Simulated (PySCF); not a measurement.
Input file:

```
{"job": {"kind": "nmr", "xc": "PBE0", "basis": "pcSseg-1"}, "charge": 0, "multiplicity": 1}
N      2.845197    -0.216253    -1.040287
Si     1.651839    -0.528635     0.173830
C     -0.001061    -0.615591    -0.797590
N     -1.148376    -0.129002    -0.034344
Si    -2.637467    -0.955677    -0.337843
Si    -1.032308     1.423263     0.764473
Si     1.172916     1.335160     1.449470
H      2.848896    -0.775789    -1.879450
H      3.793875    -0.047238    -0.748307
H      1.839388    -1.830324     0.855274
H      0.095489    -0.038699    -1.726795
H     -0.203506    -1.644057    -1.103676
H     -2.372198    -2.387129    -0.153035
H     -3.603996    -0.459559     0.632338
H     -3.120236    -0.734233    -1.708230
H     -1.375604     2.504278    -0.181767
H     -2.096353     1.409871     1.771139
H      1.365193     1.160511     2.898499
H      1.968509     2.538354     1.158840
```

Run with:

```sh
OMP_NUM_THREADS=1 python probes_run.py task.json out
```

Geometry: GFN2-xTB.

The calculation used PBE0/pcSseg-1, SCF density, gas phase, non-relativistic in PySCF 2.14.0.

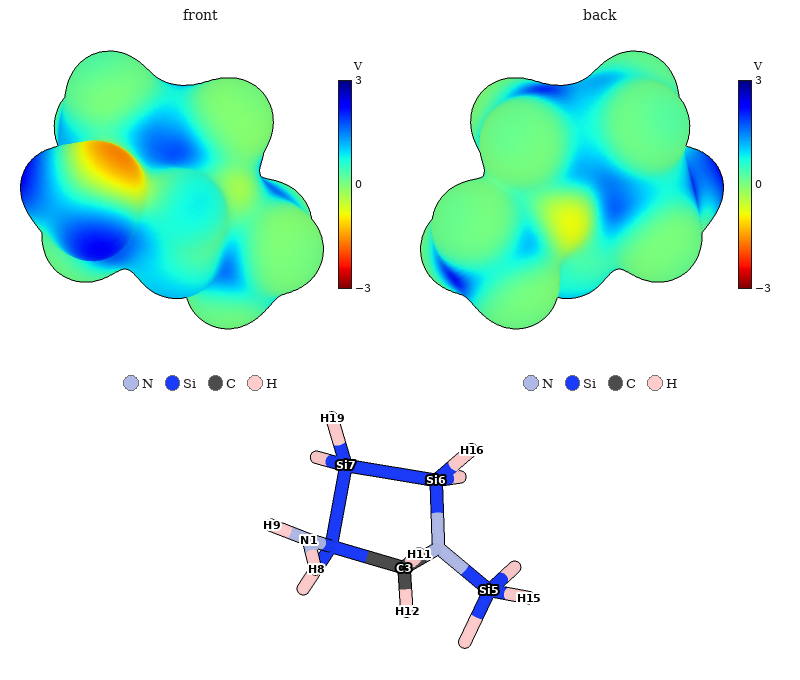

CH$_{12}$N$_{2}$Si$_{4}$. The electrostatic potential painted on the density surface at 0.004 e/bohr³, seen from the front and from behind; red is negative and blue positive. The bare structure is drawn below in the same view.

> Describe the electrostatic potential map.

The most negative region (about −1.5 V, or −35 kcal/mol for a unit charge) lies over N1, the most positive (about +2.2 V, or +51 kcal/mol for a unit charge) over H8 and H9. N1 is the likeliest acceptor of a hydrogen bond.
